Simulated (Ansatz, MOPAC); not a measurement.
Torsion H3–C1–Sn2–H6 in CH4Sn (SMILES [CH3][SnH]); at each angle all else is relaxed with GFN2-xTB, and the levels are single points there.
Geometry at 60° (charge 0, multiplicity 1):
| atom | x (Å) | y (Å) | z (Å) |
|---|---|---|---|
| C | -0.6443 | 0.0284 | 0.0022 |
| Sn | 1.3769 | 1.0058 | -0.1498 |
| H | -0.7521 | -0.4947 | 0.9527 |
| H | -1.4610 | 0.7485 | -0.0735 |
| H | -0.7806 | -0.7105 | -0.7878 |
| H | 2.2607 | -0.5830 | 0.0154 |
Energies count from the point at 60°.

Correlated levels freeze the cores. Filled d and f shells under p-block atoms count as core. CBS(a, b) extrapolates the correlation energy as X⁻³ and adds the Hartree–Fock energy of set b. The state reached by AM1, PM6 isn't checked.

Codes used: Ansatz (Gaussian basis) for Hartree–Fock, density functionals and correlated methods; MOPAC for AM1, PM6 (differences of heats of formation). Each number belongs to the level named beside it. In def2 rows elements past Kr take small-core potentials, without spin–orbit coupling.

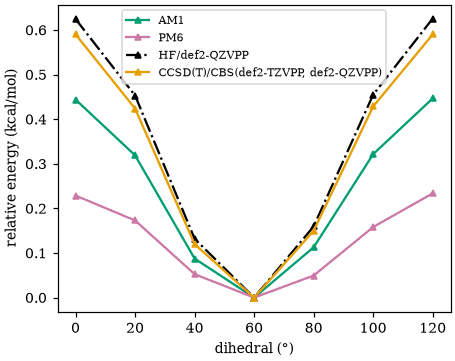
*Relative energy along the coordinate*

Question: Read off the PM6 curve at dihedral = 0.

Answer: about 0.23 kcal/mol

Ansatz is an electronic-structure program.
